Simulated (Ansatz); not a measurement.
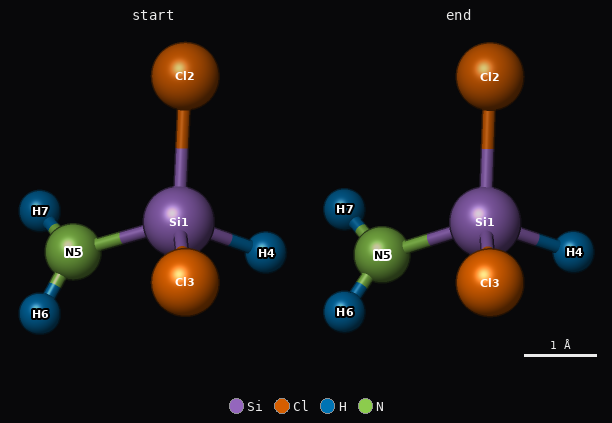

The structure of SiNH$_{3}$Cl$_{2}$ before (left) and after (right) a relaxation, at one scale.

Style: ball-and-stick. Shown at a tilt.

It is one of the separated products of a reaction.

Method: Ansatz, RKS PBE0-D4/def2-TZVP. Set-up: force threshold 0.005 eV/Å; at most 200 steps.

> What changed between the two?

The energy falls by 0.002 eV in 8 geometry steps. The largest force component goes from 0.046 to 0.00098 eV/Å. The largest move after the best rigid fit is that of N5, 0.087 Å. Largest moves by element: N 0.087 Å, H 0.051 Å, Cl 0.019 Å, Si 0.016 Å.
